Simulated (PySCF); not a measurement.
SMILES CO[Te]N (CH5NOTe) at its B3LYP/def2-SVP optimised geometry (Å):

```
9

Te    -0.8177    -1.8436     0.0000
O     -1.3081     0.1223     0.0000
C     -1.2533     0.8285     1.2193
H     -0.2204     0.9346     1.6065
H     -1.6438     1.8436     1.0290
H     -1.8673     0.3684     2.0178
N      1.2091    -1.8436     0.0000
H      1.6438    -1.4940     0.8522
H      1.6345    -1.4175    -0.8220
```

Computed with B3LYP/def2-TZVP, def2 effective core potentials past Kr (PySCF). The core electrons that the potentials of Te replace are not part of the density. Cells within 0.4 Å of a nucleus heavier than hydrogen are left out (blank, or x).

Map of the Laplacian of the electron density (e/bohr⁵), clipped to [-1.50, 1.50] on the plane z = 0.0 Å:

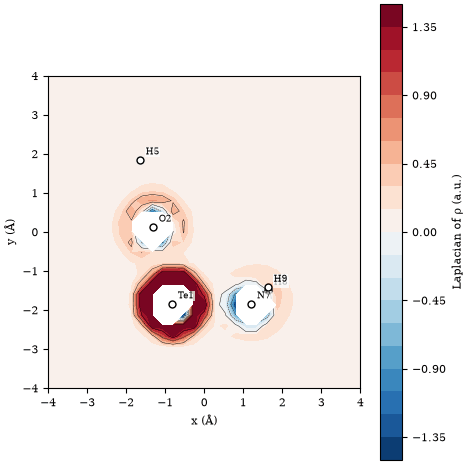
Laplacian of the electron density (e/bohr⁵), clipped to [-1.50, 1.50] on the plane z = 0.0 Å.
